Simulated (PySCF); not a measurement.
System: C11H12 (SMILES CC#CCc1ccccc1C).

The calculation's input:

```
{"job": {"kind": "nmr", "xc": "PBE0", "basis": "pcSseg-1"}, "charge": 0, "multiplicity": 1}
C      3.423937     1.501083     1.362733
C      2.460099     1.094402     0.361853
C      1.670018     0.766064    -0.477330
C      0.695935     0.334965    -1.467382
C     -0.379012    -0.503960    -0.821385
C     -0.393547    -1.876589    -1.022173
C     -1.360670    -2.672938    -0.435223
C     -2.327533    -2.093831     0.365800
C     -2.314204    -0.726677     0.576688
C     -1.349121     0.083178    -0.005600
C     -1.363729     1.562761     0.233534
H      3.836406     0.623296     1.860064
H      2.945372     2.136008     2.108599
H      4.237050     2.056844     0.895655
H      1.210209    -0.248143    -2.236573
H      0.256117     1.217506    -1.942302
H      0.364033    -2.329425    -1.647071
H     -1.358891    -3.739846    -0.603562
H     -3.089807    -2.704131     0.827516
H     -3.067832    -0.276867     1.207831
H     -1.600013     2.096996    -0.687773
H     -0.388423     1.903869     0.576966
H     -2.111148     1.822423     0.979212
```

Command:

```sh
OMP_NUM_THREADS=1 python probes_run.py task.json out
```

Geometry: GFN2-xTB.

The calculation used PySCF 2.14.0, PBE0/pcSseg-1, SCF density, gas phase, non-relativistic.

What will maps of the electron density and electron localisation function show?

Answer. C–H (1.08 Å): ρ at the midpoint is about 2 e/Å³; the ELF climbs to about 1 towards the hydrogen, as it does in any bond to H: a covalent bond by its length.
C–C (1.38 Å): ρ at the midpoint is about 2.1 e/Å³; the ELF peaks at about 0.95 between the atoms: localised, covalent bonding.

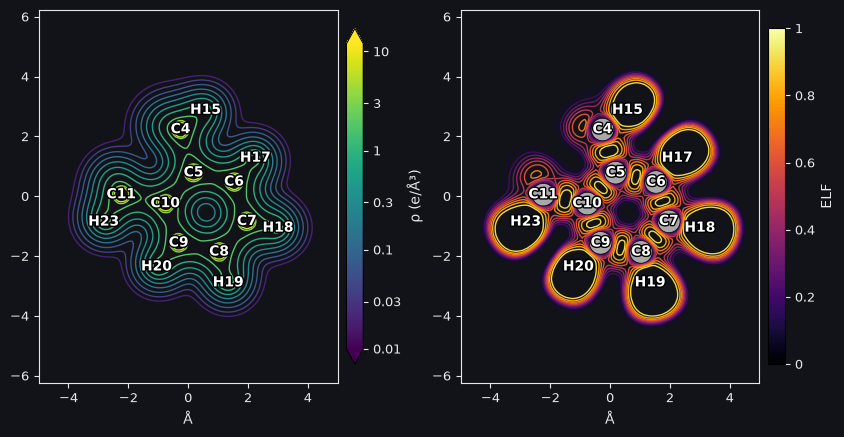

Computed electron density and electron localisation function on the plane of atoms C10, C9 and H20, in this order. Grey discs cover the atomic cores in the ELF map. 
